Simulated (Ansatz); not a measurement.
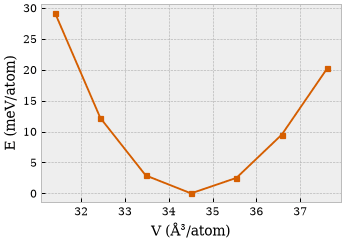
Figure: I (fcc (Cu type), space group No. 225) under volume change, r²SCAN+D4 in the plane-wave PAW code Ansatz, scaled uniformly.

**Question.** What does a third-order Birch–Murnaghan fit give for V₀, B₀ and B′?

**Answer.** V₀ = 34.51 Å³/atom, B₀ = 27.6 GPa, B′ = 5.2.

Space group Fm-3m (fcc (Cu type)). A made-up cell: these elements were put on the sites of a structure type; neither database checked (COD, Materials Project) lists it. It is not the phase usual at ambient conditions (space group No. 64). Symmetry was held in the r²SCAN+D4 relaxation. At this level the phase is mechanically unstable. Spin–orbit coupling is left out wherever it is not named.

Potentials: the later of the program's two PAW sets.
